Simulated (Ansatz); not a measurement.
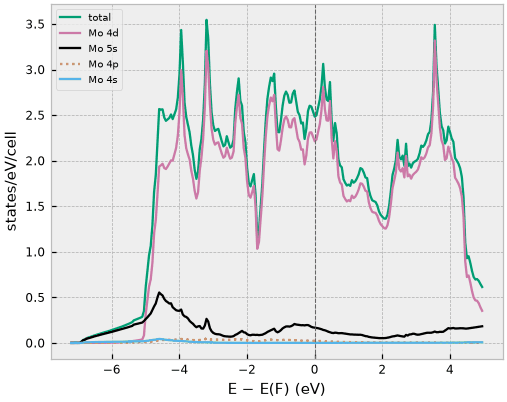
Total and projected density of states of Mo (hcp (Mg type), P6_3/mmc), PBEsol in the plane-wave PAW code Ansatz

Q: Which orbitals carry the states next to the Fermi level?

A: Within 0.5 eV of the Fermi level: Mo 4d 90 %, Mo 5s 6 %. Projections are on Löwdin-orthogonalised atomic valence shells; empty p or d shells of many metals are not among them.

Q: Where is the tallest occupied peak in this window, and what makes it?

A: Near -3.2 eV, about 3.5 states/eV per cell; the largest projected share is Mo 4d.

The start of the workflow was typed in or built on a structure type; the Crystallography Open Database copy checked does not list it. It is not the phase usual at ambient conditions (space group No. 229). The PBEsol relaxation kept the symmetry of its start; phonons show weakly imaginary modes. No spin polarisation was allowed. Spin–orbit coupling is left out wherever it is not named.

Potentials: the later of the program's two PAW sets.
